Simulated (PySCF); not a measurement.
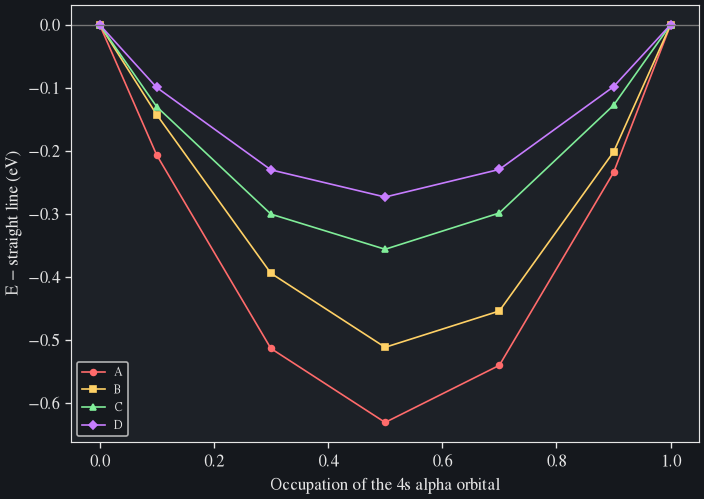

One 4s alpha orbital of Ca⁺ ([Ar] 4s) is emptied in steps. The plot gives the energy less the straight line between the integer ends. PySCF, def2-TZVP, non-relativistic, unrestricted single determinants, no spin-orbit coupling. The curves are BHandHLYP, CAM-B3LYP, LDA and r2SCAN in some order.

Q: Which curve is which method, and what does its shape mean?

A: A is LDA: convex (delocalisation error), largest departure −0.63 eV, removal energy 12.09 eV; B is r2SCAN: convex (delocalisation error), largest departure −0.51 eV, removal energy 11.67 eV; C is BHandHLYP: convex (delocalisation error), largest departure −0.36 eV, removal energy 11.87 eV; D is CAM-B3LYP: convex (delocalisation error), largest departure −0.27 eV, removal energy 12.02 eV. The measured removal energy is 11.87 eV. The exact energy is a straight line between whole electron numbers.
